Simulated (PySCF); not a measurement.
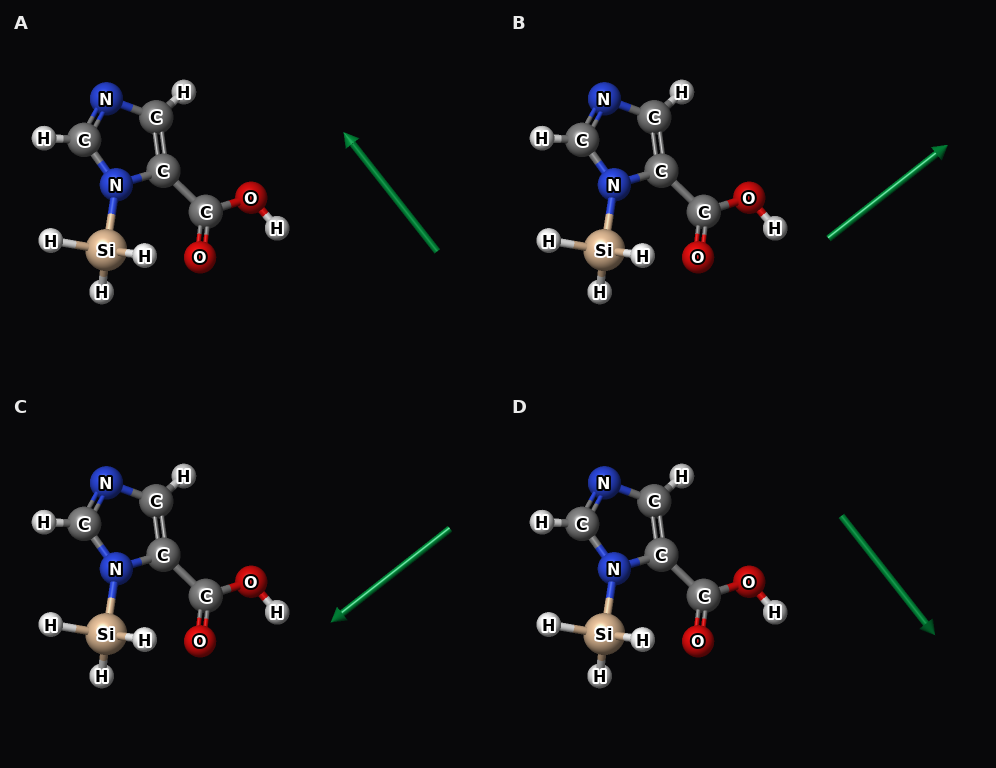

The same molecule four times, each with an arrow. The computed structure is the end point of a GFN2-xTB optimisation. No frequency run is at hand to confirm it as a minimum. Method: PBE0/pcSseg-1, gas phase (PySCF 2.14.0).

### Which arrow points along the dipole moment, from the negative to the positive end?

D. The dipole moment is 2.07 D.

The geometry is semi-empirical. Around Si such bond lengths and angles can be off by a tenth of an ångström or more and by several degrees, and values that hang on the shape move with them.
